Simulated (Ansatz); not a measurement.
The calculation's input:

```
crystal:
  periodic: [false, false, false]
  atoms:
    - symbol: C
      position_ang: [-1.084357, 1.516508, 1.161109]
    - symbol: Al
      position_ang: [-0.153114, 0.328555, 2.404192]
    - symbol: "N"
      position_ang: [-1.705913, 2.230353, 0.481517]
    - symbol: H
      position_ang: [1.258492, -0.219356, 1.907961]
basis:
  gaussian:
    orbitals: def2-TZVPD
magnetization:
  spin_polarized: true
  initial_magnetization: 1
hamiltonian:
  xc: pbe0
output: {forces: true, orbitals: {seedname: orbitals}}
```

Run with:

```sh
ansatz run input.yaml --threads 1 --pin off --max-ram 2610MiB --events-out events.jsonl --progress --plain --runs-dir runs
```

Geometry: B3LYP-D3(BJ)/def2-SVP.

Computed with Ansatz 0.2.0, isolated molecule in a Gaussian basis; Kohn-Sham density functional theory, functional PBE0.

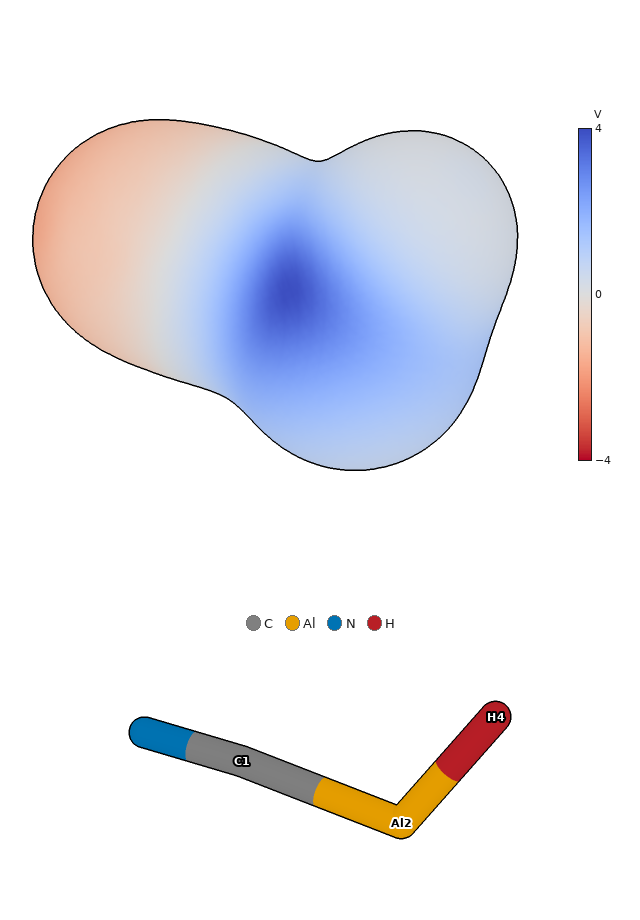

CHAlN (SMILES N#[C][AlH]) (doublet). The molecular electrostatic potential painted on the density surface at 0.002 e/bohr³, seen at a tilt; red is negative and blue positive. The bare structure is drawn below in the same view.

Question: Which sites attract a positive test charge, and which a negative one?

Answer: A positive charge is drawn to the negative regions and a negative charge to the positive ones. The most negative region (about −1.8 V) lies over N3, the most positive (about +3.9 V) over Al2. N3 is the likeliest acceptor of a hydrogen bond.

Question: How polar is the molecule by this calculation?

Answer: Its dipole moment is 3.72 D.
